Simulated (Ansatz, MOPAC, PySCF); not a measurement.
Torsion H3–Si1–S2–H6 in H4SSi (SMILES [SiH3]S); at each angle all else is relaxed with GFN2-xTB, and the levels are single points there.
Geometry at 60° (charge 0, multiplicity 1):
```xyz
6

Si    -0.59786    -0.04524    -0.02357
S      1.42879    -0.28436    -0.69088
H     -0.73619    -0.76109     1.23814
H     -1.47134    -0.60599    -1.04646
H     -0.73300     1.39246     0.11773
H      1.41483    -1.60633    -0.77520
```
Energies count from the point at 60°.

Cores are frozen in the correlated methods. CBS: X⁻³ extrapolation of the correlation energy, Hartree–Fock from the larger set. Rows in 6-31G* carry no dispersion term and start afresh at each structure (6-31G* with six Cartesian d functions). MP2/6-31G* freezes PySCF's default core. The state that AM1, PM7 reach isn't checked; PM7 holds dispersion and hydrogen-bond terms.

Codes used: Ansatz (a quantum-chemistry and plane-wave program) with Gaussian orbitals; MOPAC for AM1, PM7 (differences of heats of formation); PySCF for 6-31G* rows. Values without a source in brackets are computed.

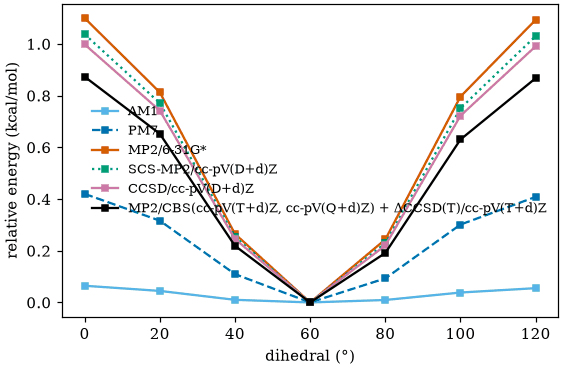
Fig. 1. Relative energy along the coordinate

Question: Read off the PM7 curve at dihedral = 80.

Answer: about 0.093 kcal/mol
